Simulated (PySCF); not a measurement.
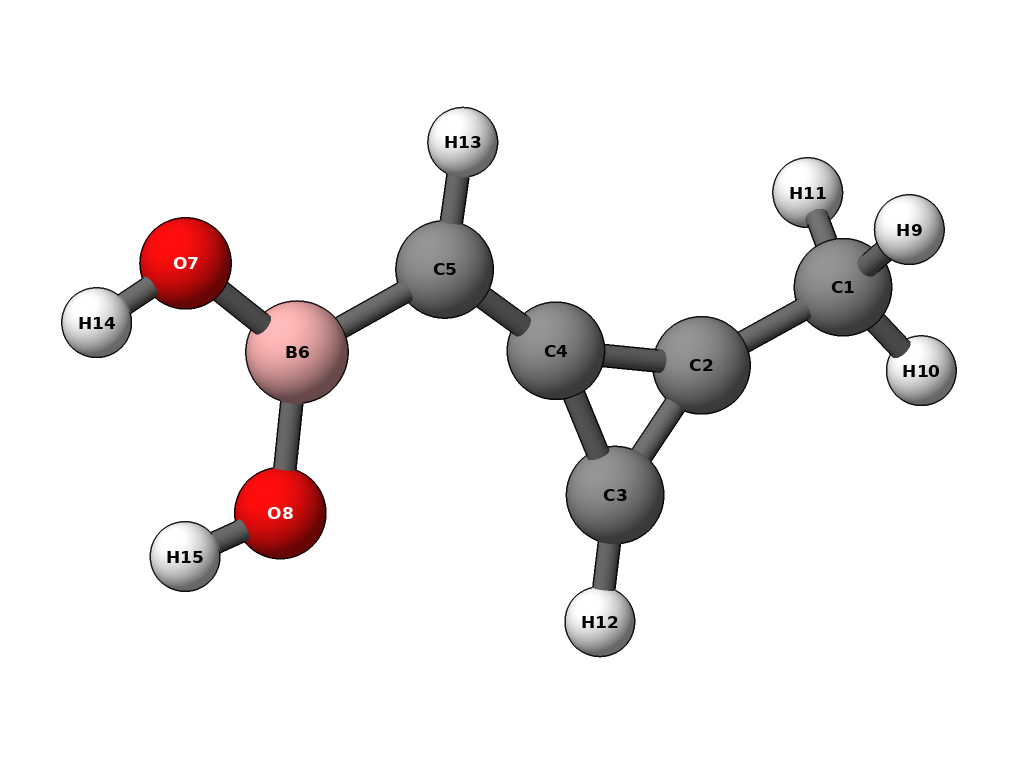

The computed structure is the end point of a PBE0-D3(BJ)/def2-SVP optimisation. No frequency run is at hand to confirm it as a minimum. Level of theory: GIAO PBE0/pcSseg-1 NMR shielding, non-relativistic, IEF-PCM benzene (PySCF 2.14.0). Principal shieldings σ11 ≤ σ22 ≤ σ33, span Ω = σ33 − σ11, skew κ = 3(σiso − σ22)/Ω.

Give the shielding tensors of the B atoms.

```
atom   σ11   σ22   σ33  σiso     Ω      κ
  B6  54.6  72.9  90.9  72.8  36.3  −0.01
```

Shieldings and span in ppm.
